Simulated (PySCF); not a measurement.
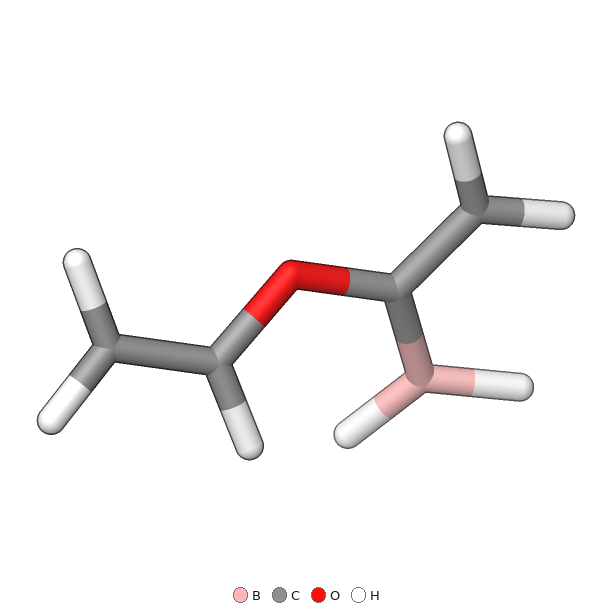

The geometry was computed by an optimisation with PBE0-D3(BJ)/def2-SVP. No frequency run is at hand to confirm it as a minimum.

Draw it as a skeletal formula.

SMILES: BC(=C)OC=C

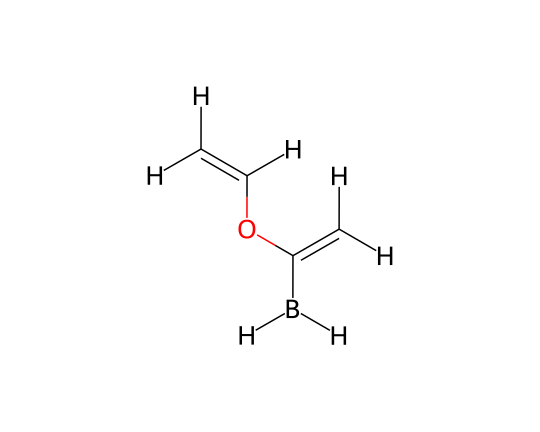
